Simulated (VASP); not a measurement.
Band structure of S (relaxed from the bcc structure, space group Im-3m). All values below come from r2SCAN meta-GGA, VASP's PBE PAW potentials (set 64) (plane waves; VASP).

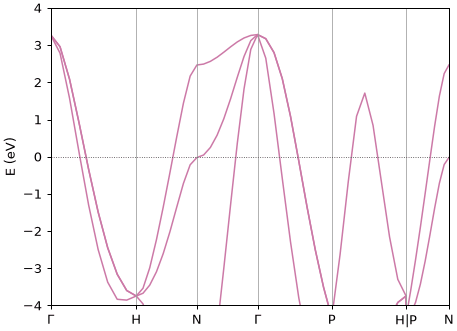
Figure. Bands along high-symmetry lines, zero at the valence-band maximum or, without a gap, the Fermi level

Problem. Read the plot: is there a gap, and where are the band edges?

Solution. It has no gap at this level: it comes out as a metal or semimetal.

The structure was generated: S was put into the bcc type (Im-3m), which need not be its known phase. It was relaxed first.
